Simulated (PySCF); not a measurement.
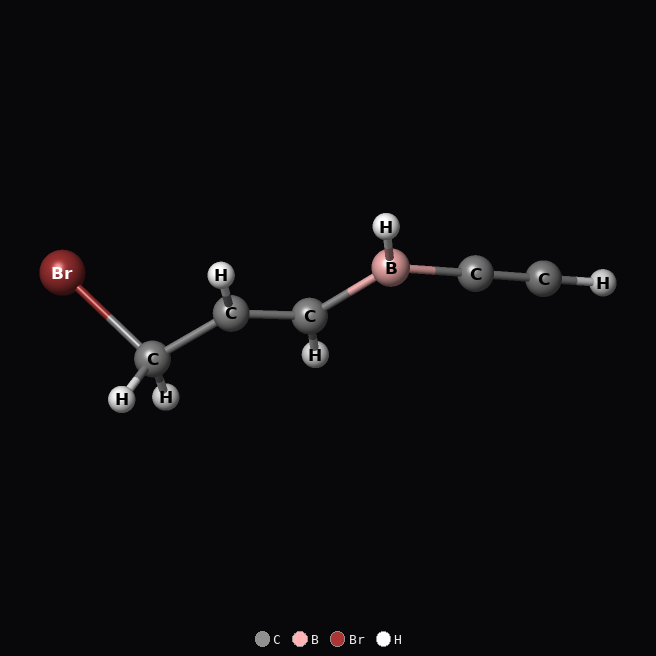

Rendered structure (ball-and-stick style).

Computed geometry: GFN2-xTB optimisation. No frequency run is at hand to confirm it as a minimum.

**Which formula does it have?**

C5H6BBr, 13 atoms: 5 carbon, 6 hydrogen, 1 boron and 1 bromine.

**Give a SMILES string for it.**

C#CB/C=C/CBr

**Name some functional groups or characteristic bonds that it holds.**

Among them: alkene, alkyne, C–Br bond, B–H bond.

**Does it have rings?**

It has no ring.

The parts below concern this one geometry. Atoms keep their numbers from picture to picture.

### Shape

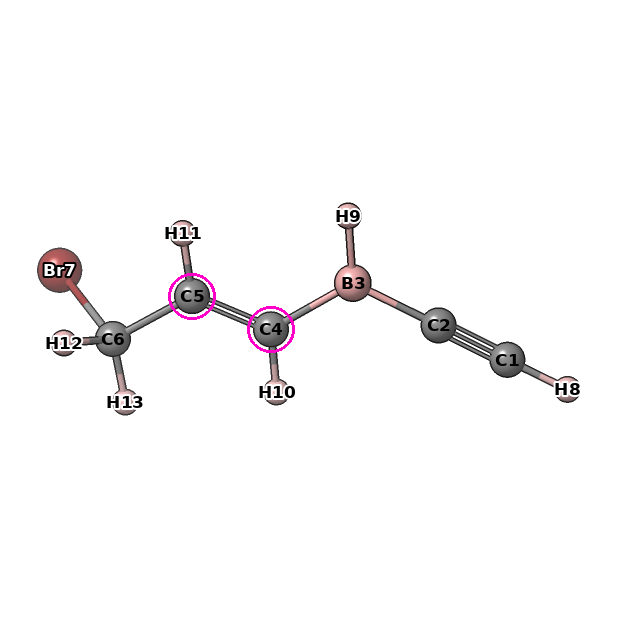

Depth is shown by fading: the farther an atom, the more it takes the colour of the background. Circles mark the stereogenic atoms. No frequency run is at hand to confirm it as a minimum.

**Give the R/S and E/Z labels.**

C4=C5: E.

### Dipole moment

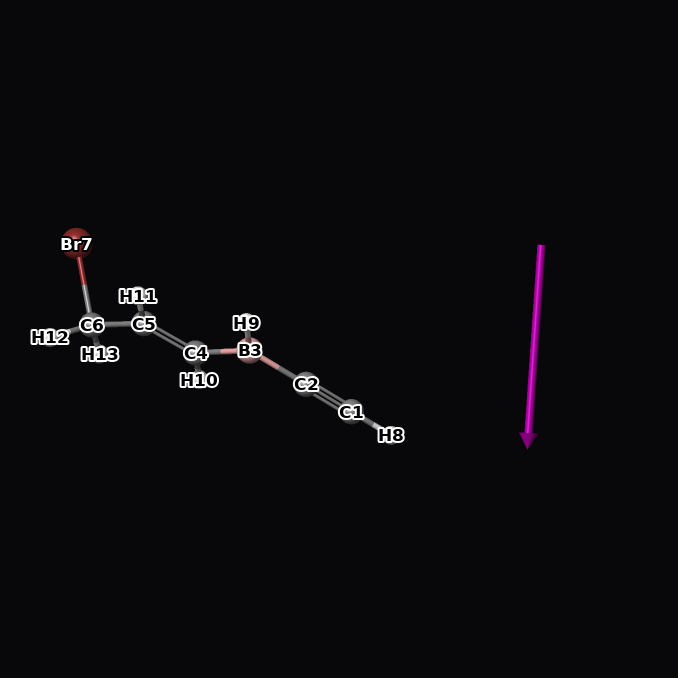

The arrow beside the molecule shows the direction of the dipole moment, from the negative to the positive end (its length means nothing). No frequency run is at hand to confirm it as a minimum. Properties computed with B3LYP/pcJ-1 (pcSseg-1 on Br), gas phase (PySCF 2.14.0).

**How large is the dipole moment?**

1.74 D; it points from the side of Br7 to the side of H8 (the outermost atoms at the two ends).

### Spin–spin coupling

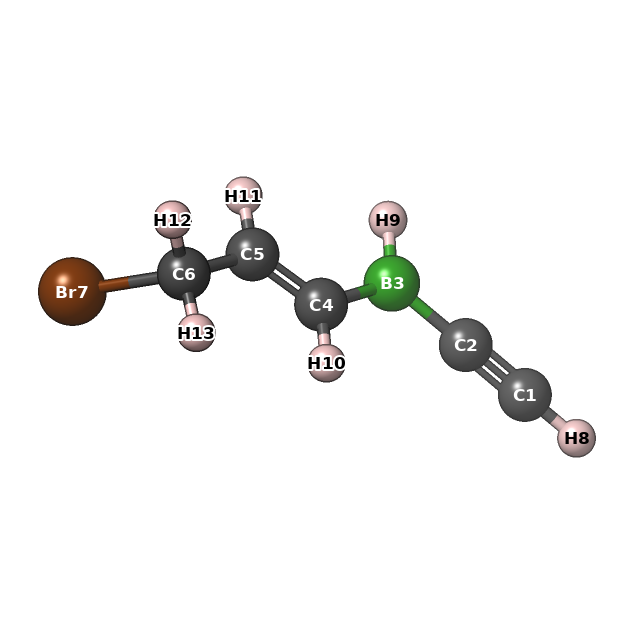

No frequency run is at hand to confirm it as a minimum. Properties computed with B3LYP/pcJ-1 (pcSseg-1 on Br) indirect spin-spin coupling, non-relativistic, gas phase (PySCF 2.14.0). Isotopes: 11B, 13C, 1H.

Give the spin–spin coupling constants of these pairs, with the number of bonds between them: B3/C4, C1/B3, B3/C5, B3/C6, B3/H11.

```
   pair  bonds apart  J (Hz)
 B3, C4            1    66.7
 C1, B3            2    18.9
 B3, C5            2     5.4
 B3, C6            3     8.2
B3, H11            3     6.9
```

### Quadrupole coupling

No frequency run is at hand to confirm it as a minimum. Electric field gradients from the ground-state density, B3LYP/pcJ-1 (pcSseg-1 on Br) (PySCF 2.14.0), non-relativistic apart from any core potentials.

Give the largest field-gradient component, the quadrupole coupling constant and the asymmetry for 11B at B3 (Q = 40.59 mb), 79Br at Br7 (Q = 313 mb).

```json
{"atom": "B3", "V_zz (a.u.)": "0.505", "e²qQ/h (MHz)": "4.82", "η": "0.12"}
{"atom": "Br7", "V_zz (a.u.)": "8.191", "e²qQ/h (MHz)": "602.4", "η": "0.04"}
```

The geometry is semi-empirical. Around B, Br such bond lengths and angles can be off by a tenth of an ångström or more and by several degrees, and values that hang on the shape move with them.
